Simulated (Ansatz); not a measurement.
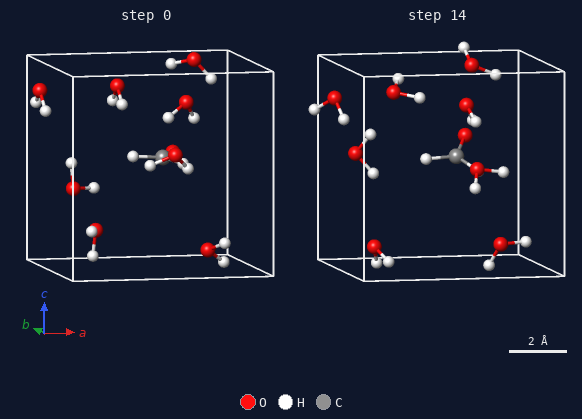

The structure of an amorphous cell of composition H18CO9 before (left) and after (right) a relaxation, at one scale.

The picture is a ball-and-stick view of the cell of the calculation (origin shifted), seen slightly off an axis.

The cell holds 8 H2O + 1 H2CO. The run prepares the start of a later molecular dynamics calculation, from a guessed geometry.

Method: DFT PBE-D3(BJ), scalar-relativistic, plane waves, PAW in Ansatz. Set-up: plane-wave cutoff 420 eV; k-point mesh 1 × 1 × 1; occupations fermi dirac; smearing width 0.02 eV; no spin polarisation; atoms relaxed in a fixed cell; force threshold 0.3 eV/Å; at most 15 steps.

### What changed between the two?

The relaxation stopped without meeting its thresholds, so the last structure isn't shown to be converged. It used up its limit of 15 steps. After 14 geometry steps the energy has fallen by 3.869 eV per cell of the calculation. The largest force component goes from 1.6 to 0.68 eV/Å. The largest move is that of an H atom, 1.71 Å roughly along [2 −3 −2]. By element the largest moves are H 1.71 Å, O 1.30 Å, C 0.21 Å. The cell stays as it was. Among the contacts that change: H–O 0.969 → 1.000 Å, C–H 1.104 → 1.125 Å, C–O 1.220 → 1.230 Å. Bond angles that change, for instance: H–O–H 104.0° → 100.4°, H–C–H 115.7° → 118.9°, H–O–H 104.0° → 101.2°.

Limits of the set-up: the program's low-accuracy preset was used; the periodic images lie only 7.3 Å apart, so the values are limited by the cell's size.
